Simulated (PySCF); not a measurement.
SMILES CCCSC (C4H10S) at its GFN2-xTB optimised geometry (Å):

```
15

C      1.7522    -0.4756     0.0000
C      0.2279    -0.4756     0.0000
C     -0.3193     0.9432     0.0000
S     -2.1351     1.0116     0.1488
C     -2.6181     0.4670    -1.5141
H      2.1335     0.0285     0.8852
H      2.1302    -1.4949    -0.0057
H      2.1351     0.0386    -0.8792
H     -0.1331    -1.0105    -0.8813
H     -0.1423    -0.9977     0.8847
H      0.0496     1.4949     0.8646
H     -0.0407     1.4806    -0.9076
H     -3.6956     0.5769    -1.5748
H     -2.1375     1.1001    -2.2547
H     -2.3460    -0.5740    -1.6611
```

Calculation: PBE0/def2-TZVP (PySCF). Cells within 0.4 Å of a nucleus heavier than hydrogen are left out (blank, or x).

Map of the HOMO−1 amplitude (bohr^(-3/2)) on the plane z = 0.0 Å; orbital energy -8.46 eV, overall sign arbitrary:

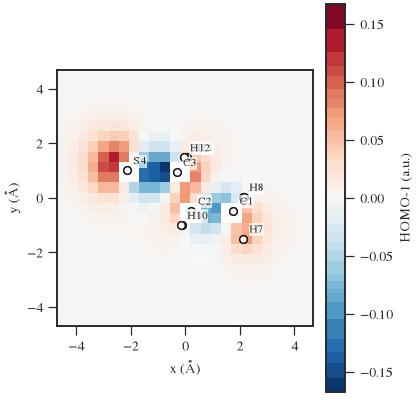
Figure: HOMO−1 amplitude (bohr^(-3/2)) on the plane z = 0.0 Å.
